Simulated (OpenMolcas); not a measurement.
# triplet C2H6FIn: levels of theory compared

We compute a comparison of 3 runs (UM06-L/def2-SVP, UPBE/def2-SVP, UPBE0/def2-SVP) of triplet C2H6FIn. 

Program for the calculation: OpenMolcas 26.06.

### 1 The molecule

C2H6FIn: 10 atoms, total charge 0, spin state triplet. SMILES of the parent species: `C[CH](F)[InH2]`. Geometry: relaxed at PBE0-D4/def2-TZVP. That shape belongs to the parent species and isn't relaxed for this state.

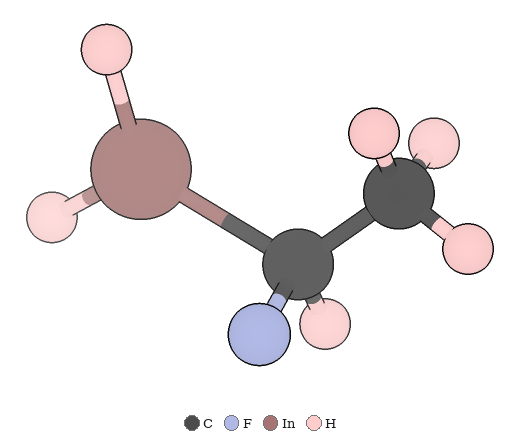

Viewed from a chosen angle; carbon dark grey, fluorine light blue, indium brown, hydrogen pink.

### 2 A single-point energy at UM06-L/def2-SVP (core potential) (run 1)

The input, struct.xyz:

```xyz
10

C     -0.140800     1.253600    -0.575200
C      0.633800     0.180000     0.137200
F      0.870200     0.597100     1.467800
In    -0.385200    -1.745500     0.423800
H      0.391300     2.210500    -0.541500
H     -1.131900     1.397600    -0.139100
H     -0.271900     0.979300    -1.626600
H      1.621200     0.055100    -0.315800
H     -2.079900    -1.696200     0.762700
H      0.493100    -3.231500     0.406600
```

The input, job.input:

```
&GATEWAY
BASLIB
$CurrDir
COORD
struct.xyz
BASIS
def2-SVP
GROUP
NoSym
&SEWARD
GRIDINPUT
Grid=UltraFine
End of Grid
&SCF
UHF
SPIN
3
KSDFT
M06L
THRESHOLDS
1e-10 1e-07 1e-07 1e-05
PRORBITALS
1
```

The basis set def2-SVP is read from a file made from the Basis Set Exchange's data (not shown).

Run with:

```console
$ export MOLCAS_MEM=1860
$ pymolcas job.input > job.log
```

What it wrote:

```text
--- Start Module: gateway ---
[...]
--- Stop Module: gateway /rc=_RC_ALL_IS_WELL_ ---
--- Start Module: seward ---
[...]
      Basis functions           98
--- Stop Module: seward /rc=_RC_ALL_IS_WELL_ ---
[...]
--- Start Module: scf ---
[...]
       Convergence after  28 Iterations
[...]
::    Total KS-DFT energy                            -369.5785395704
[...]
      Total spin, S                                     1.0011204537
[...]
      Total electronic charge=   48.000000
      Total            charge=   -0.000000
[...]
      Dipole Moment (debye):
      Origin of the operator (angstrom)=   -0.1391   -1.0510    0.4261
                   X=  1.2774E+00               Y=  3.5488E+00               Z= -1.6454E+00           Total=  4.1150E+00
      Quadrupole Moment (debye*angstrom):
[...]
--- Stop Module: scf /rc=_RC_ALL_IS_WELL_ ---
[...]
```

Run time: 2.8 min. Hardware: 1 thread of AMD EPYC 7R43 (Zen 3), shared host; peak memory 0.54 GiB.

### 3 A single-point energy at UPBE/def2-SVP (core potential) (run 2)

The input, test.inp:

```
* C2H6FIn Kohn-Sham DFT
&GATEWAY
BasLib=$CurrDir
Coord
10
angstrom
C       -0.140800       1.253600      -0.575200
C        0.633800       0.180000       0.137200
F        0.870200       0.597100       1.467800
In      -0.385200      -1.745500       0.423800
H        0.391300       2.210500      -0.541500
H       -1.131900       1.397600      -0.139100
H       -0.271900       0.979300      -1.626600
H        1.621200       0.055100      -0.315800
H       -2.079900      -1.696200       0.762700
H        0.493100      -3.231500       0.406600
Basis=def2-SVP
Group=NoSym
&SEWARD
GridInput
Grid=UltraFine
End of Grid
&SCF
UHF
Spin=3
KSDFT=PBE
Thresholds=1e-10 1e-07 1e-07 1e-05
PrOrbitals=1 1
```

The basis set def2-SVP is read from a file made from the Basis Set Exchange's data (not shown).

Run with:

```console
$ export MOLCAS_MEM=1860
$ pymolcas test.inp > test.log
```

What it wrote:

```text
--- Start Module: gateway ---
[...]
--- Stop Module: gateway /rc=_RC_ALL_IS_WELL_ ---
--- Start Module: seward ---
[...]
      Basis functions           98
--- Stop Module: seward /rc=_RC_ALL_IS_WELL_ ---
[...]
--- Start Module: scf ---
[...]
       Convergence after  40 Iterations
[...]
::    Total KS-DFT energy                            -369.2665998386
[...]
      Total spin, S                                     1.0007524130
[...]
      Total electronic charge=   48.000000
      Total            charge=   -0.000000
[...]
      Dipole Moment (debye):
      Origin of the operator (angstrom)=   -0.1391   -1.0510    0.4261
                   X=  1.2163E+00               Y=  3.4997E+00               Z= -1.5961E+00           Total=  4.0342E+00
      Quadrupole Moment (debye*angstrom):
[...]
--- Stop Module: scf /rc=_RC_ALL_IS_WELL_ ---
[...]
```

It took 2.6 min on 1 thread of AMD EPYC 7R43 (Zen 3), shared host; peak memory 0.54 GiB.

### 4 The energy at UPBE0/def2-SVP (core potential) (run 3)

The input, input.xyz:

```xyz
10

C     -0.140800     1.253600    -0.575200
C      0.633800     0.180000     0.137200
F      0.870200     0.597100     1.467800
In    -0.385200    -1.745500     0.423800
H      0.391300     2.210500    -0.541500
H     -1.131900     1.397600    -0.139100
H     -0.271900     0.979300    -1.626600
H      1.621200     0.055100    -0.315800
H     -2.079900    -1.696200     0.762700
H      0.493100    -3.231500     0.406600
```

The input, job.inp:

```
* C2H6FIn Kohn-Sham DFT
>>> EXPORT MOLCAS_PRINT=2

&GATEWAY
 BASLIB=$CurrDir
 COORD=input.xyz
 BASIS=def2-SVP
 GROUP=NoSym

&SEWARD
 GRIDINPUT
 Grid=UltraFine
 End of Grid

&SCF
 UHF
 SPIN=3
 KSDFT=PBE0
 THRESHOLDS=1e-10 1e-07 1e-07 1e-05
 PRORBITALS=1 2
```

The basis set def2-SVP is read from a file made from the Basis Set Exchange's data (not shown).

Run with:

```console
$ export MOLCAS_MEM=1860
$ pymolcas job.inp > job.log
```

What it wrote:

```text
--- Start Module: gateway ---
[...]
--- Stop Module: gateway /rc=_RC_ALL_IS_WELL_ ---
--- Start Module: seward ---
[...]
      Basis functions           98
--- Stop Module: seward /rc=_RC_ALL_IS_WELL_ ---
[...]
--- Start Module: scf ---
[...]
       Convergence after  28 Iterations
[...]
::    Total KS-DFT energy                            -369.2741596065
[...]
      Total spin, S                                     1.0013155523
[...]
      Total electronic charge=   48.000000
      Total            charge=   -0.000000
[...]
      Dipole Moment (debye):
      Origin of the operator (angstrom)=   -0.1391   -1.0510    0.4261
                   X=  1.2873E+00               Y=  3.6276E+00               Z= -1.7336E+00           Total=  4.2216E+00
      Quadrupole Moment (debye*angstrom):
[...]
--- Stop Module: scf /rc=_RC_ALL_IS_WELL_ ---
[...]
```

Run time: 2 min. Hardware: 1 thread of AMD EPYC 7R43 (Zen 3), shared host; peak memory 0.54 GiB.

### 5 Overview of the runs

```csv
run,level,energy (Eh),dipole moment (D),HOMO energy (eV),⟨S²⟩,wall time
1,UM06-L/def2-SVP (core potential),-369.578540,4.11,-2.51,2.003,2.8 min
2,UPBE/def2-SVP (core potential),-369.266600,4.03,-2.76,2.002,2.6 min
3,UPBE0/def2-SVP (core potential),-369.274160,4.22,-3.52,2.004,2 min
```

### 6 Results

| quantity | value |
| --- | --- |
| run 3: total energy | -369.27416 Eh |
| run 3: dipole moment | 4.22 D |
| run 3: HOMO energy (highest over α and β) | -3.52 eV |
| run 3: ⟨S²⟩ | 2.004 |

**Reading.** The dipole moment (its size) runs from 4.03 D (UPBE/def2-SVP) to 4.22 D (UPBE0/def2-SVP). Totals of different functionals can't be ranked against each other. All runs together took 7.4 min, the longest 2.8 min.
